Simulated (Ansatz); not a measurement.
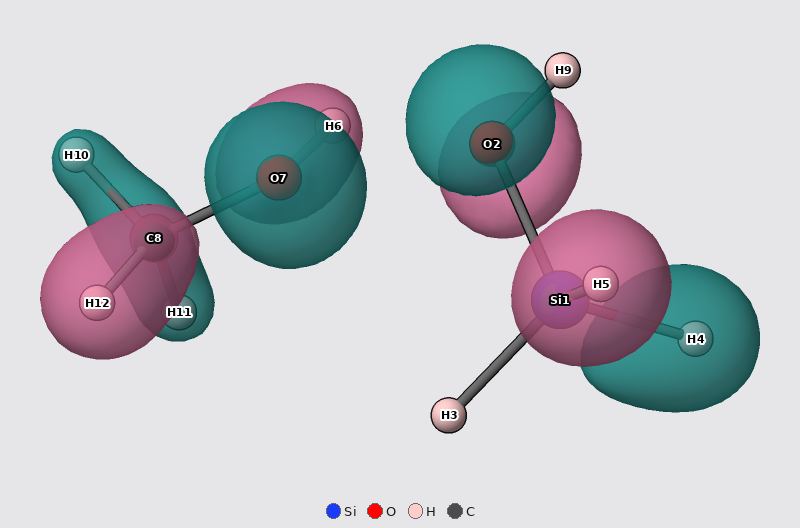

H4OSi···CH4O. The HOMO−1 at ±0.15 Å⁻³ᐟ² (teal and pink are the two phases), seen at a tilt.

These are results of RKS PBE0-D4/def2-SVP (Ansatz 0.2.0), not measurements.

Input file:

```
crystal:
  periodic: [false, false, false]
  atoms:
    - { symbol: Si, position_ang: [-1.790521, 0.0492, -0.390984] }
    - { symbol: O, position_ang: [-1.351452, -1.094845, 0.831743] }
    - { symbol: H, position_ang: [-0.834081, -0.157318, -1.508233] }
    - { symbol: H, position_ang: [-3.173482, -0.259888, -0.878944] }
    - { symbol: H, position_ang: [-1.777858, 1.448291, 0.119056] }
    - { symbol: H, position_ang: [0.685576, -0.147541, 1.114036] }
    - { symbol: O, position_ang: [1.034221, 0.62984, 0.659062] }
    - { symbol: C, position_ang: [2.060949, 0.218332, -0.195675] }
    - { symbol: H, position_ang: [-1.927942, -1.058119, 1.603166] }
    - { symbol: H, position_ang: [2.937135, -0.18931, 0.344478] }
    - { symbol: H, position_ang: [1.736008, -0.53782, -0.937438] }
    - { symbol: H, position_ang: [2.401447, 1.099277, -0.760268] }
basis:
  gaussian: { orbitals: def2-SVP }
hamiltonian:
  xc: pbe0
  dispersion: d4
relax:
  f_tol: 0.03
  max_steps: 50
output:
  orbitals: {}
```

Run with:

```sh
ansatz run input.yaml --threads 2 --pin off --max-ram 3072MiB --backend cpu --events-out ev --progress --plain --runs-dir out
```

The fields are those of the relaxed geometry.

Where does this orbital lie, and at what energy?

Answer. It lies mainly on O7 (about 25 %), O2 (about 25 %), Si1 (about 10 %), H5 (about 10 %), C8 (about 10 %) and H4 (about 10 %). Its energy is −8.60 eV.
